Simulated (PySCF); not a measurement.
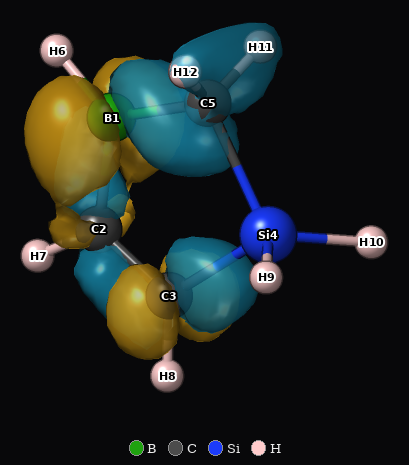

*C$_{3}$H$_{7}$BSi, SMILES `B1C=C[SiH2]C1`. Unrelaxed difference density of S₃ less the ground state (TDA singlet states), ±0.04 e/Å³; yellow: gain, teal: loss.*

Level of theory: PBE0/6-311G** (PySCF), at a geometry from GFN2-xTB. No frequency check shows the geometry to be a minimum. Without diffuse functions Rydberg states are missing, so the states' numbers hold for this basis only.

How does the charge move on excitation?

0.71 e is displaced in all, of which about 0.4 e passes between atoms: C5 (0.24 e) and Si4 (0.04 e) lose electrons and B1 (0.19 e) and C3 (0.08 e) gain them. The state: 5.84 eV (212 nm), f = 0.003; the leading pair carries 99 %; hole on C5 (28 %), C3 (17 %) and B1 (16 %), electron on B1 (35 %), C3 (26 %) and C2 (16 %); their centroids lie 0.8 Å apart.
